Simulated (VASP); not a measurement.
Band structure of Ga3Hg (space group I4/mmm). Calculation: PBEsol GGA, VASP's PBE PAW potentials (set 64) (plane waves; VASP 6.6.1).

Unless said otherwise, spin-orbit coupling is left out, though it shifts the bands of the heavy elements here.

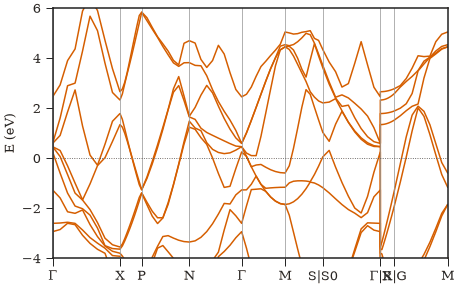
Bands along high-symmetry lines, zero at the valence-band maximum or, without a gap, the Fermi level

Q: Read the plot: is there a gap, and where are the band edges?

A: It has no gap at this level: it comes out as a metal or semimetal. (Edges off the drawn lines would not show.)

The structure comes from a computed database's Ga3Hg entry (I4/mmm); how it stands against other phases isn't given here. It was relaxed first, which changed the volume by -8 %. The electron count is odd and the run is not spin-polarised, which forces a metal.
